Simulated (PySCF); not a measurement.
# Run report: Ge3, frequency calculation

The run: frequency calculation of Ge3. Method and program: RKS-based PBE0, Ge def2-TZVP; non-relativistic Hamiltonian; density fitting (PySCF 2.14.0).

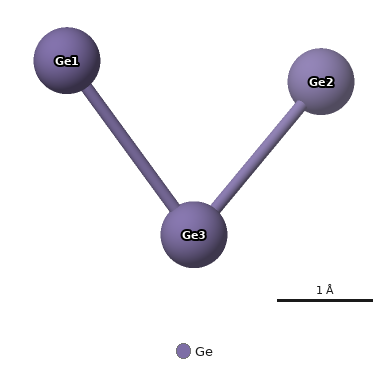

The input geometry (ball-and-stick view, seen at a tilt; atoms are numbered from 1 in the order of the input). Sticks mark near contacts.

### Summary

| quantity | value |
| --- | --- |
| outcome | converged |
| total energy | −6230.200189 hartree |
| HOMO | −6.06 eV |
| LUMO | −3.50 eV |
| zero-point energy | 0.001689 hartree |
| dipole moment | 0.24 D |
| wavenumbers, lowest and highest | 109 and 318 cm⁻¹ |
| hardware | 4 threads of Arm Neoverse V2, 24 GiB of memory available, shared host |
| wall time | 52 s (CPU time 2.6 min) |
| peak memory | 1.2 GiB |

### Input
```python
from pyscf import gto, scf, dft
mol = gto.M(atom='''
Ge     1.002121    -1.246160     0.000000
Ge    -1.581603     0.235996    -0.000000
Ge     0.579481     1.010164     0.000000''',
    basis={'Ge': 'def2-TZVP'},
    charge=0, spin=0)
mf = dft.RKS(mol, xc='PBE0')
mf.grids.atom_grid = (75, 302)
aux = {'Ge': 'def2-universal-JKFIT'}
mf = mf.density_fit(auxbasis=aux)
mf.conv_tol = 1e-09
mf.diis_space = 10
mf.max_cycle = 60
mf.verbose = 4
mf.kernel()
```

The script is an equivalent of the set-up of the self-consistent field. The run itself was carried out by a driver, which started from the orbitals of the step before it where there was one and computed the further properties.

Launch command:
```bash
OMP_NUM_THREADS=4 python axn.py task.json out
```

### Output
```
init E= -6230.20018869772
  HOMO = -0.222613439269979  LUMO = -0.128474526947536  gap/eV = 2.56165
cycle= 1 E= -6230.20018869764  delta_E= 8.19e-11  |g|= 1.67e-05  |ddm|= 2.69e-05
  HOMO = -0.222613878697395  LUMO = -0.128474743100484  gap/eV = 2.56166
cycle= 2 E= -6230.20018869714  delta_E= 5.06e-10  |g|= 4.1e-05  |ddm|= 6.47e-05
  HOMO = -0.222613561710663  LUMO = -0.128474581874976  gap/eV = 2.56165
cycle= 3 E= -6230.20018869774  delta_E= -6.02e-10  |g|= 1.14e-06  |ddm|= 4.51e-05
  HOMO = -0.222613565800342  LUMO = -0.128474586673461  gap/eV = 2.56165
cycle= 4 E= -6230.20018869774  delta_E= -1.82e-12  |g|= 4.09e-07  |ddm|= 1.59e-06
  HOMO = -0.222613568075773  LUMO = -0.128474589480991  gap/eV = 2.56165
Extra cycle  E= -6230.20018869776  delta_E= -1.55e-11  |g|= 1.14e-06  |ddm|= 1.79e-06
converged SCF energy = -6230.20018869776
```

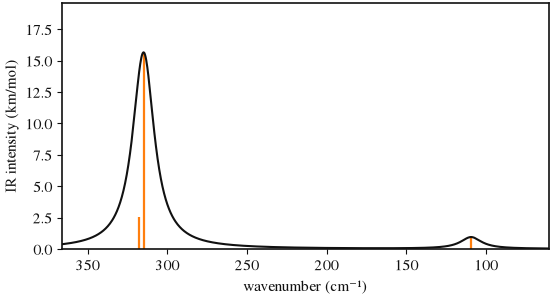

Harmonic infrared spectrum, unscaled: sticks (degenerate modes added up, dark ones marked on the axis) with a Lorentzian envelope of 16 cm⁻¹ full width, scaled to the tallest stick. 3 modes from 109 to 318 cm⁻¹, none imaginary. The strongest line is at 314 cm⁻¹ (15.7 km/mol). All modes, in cm⁻¹ (km/mol): 109 (1.1), 314 (15.7), 318 (2.6).

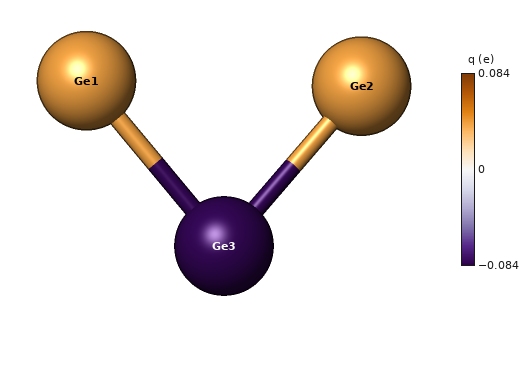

Mulliken charges, as the colour of each atom (ball-and-stick view, seen at a tilt; atoms are numbered from 1 in the order of the input). By element: Ge −0.08 to +0.04 e.
